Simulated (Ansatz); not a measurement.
Mg (hcp, Mg type), conventional cell a = b = 3.1862 Å, c = 5.2235 Å, α = β = 90.00°, γ = 120.00°. The calculation uses the primitive cell of 2 atoms, to which meshes and values per cell refer.

The volume is varied about the relaxed value V₀ at fixed cell shape. Symmetry pins the atoms to their sites.

Level of theory: PBE (plane waves to 420 eV, PAW, scalar-relativistic; Ansatz, a first-principles code). k mesh 17×17×9 (Γ-centred), Fermi-Dirac smearing 0.05 eV. The energy includes the smearing's −TS. With the shape held, the modulus is that of even scaling; a crystal free to change shape is softer. Mg was relaxed with its symmetry unable to fall. The PAW data are Ansatz's earlier set. ΔE is measured from the relaxed starting cell.

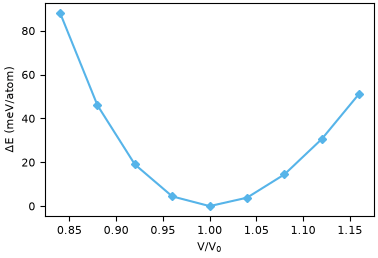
Fig. 1. ΔE (meV/atom) against V/V₀; markers are the computed points, lines only join them.

**Question.** What is ΔE at V/V₀ = 0.840?

**Answer.** About 88 meV/atom.

**Question.** What is ΔE at V/V₀ = 1.160?

**Answer.** About 51 meV/atom.

**Question.** What bulk modulus at fixed cell shape B₀ follows from a third-order Birch-Murnaghan fit?

**Answer.** About 36 GPa.

(Under strain, the slope of the energy per volume gives the stress and its curvature an elastic modulus.)
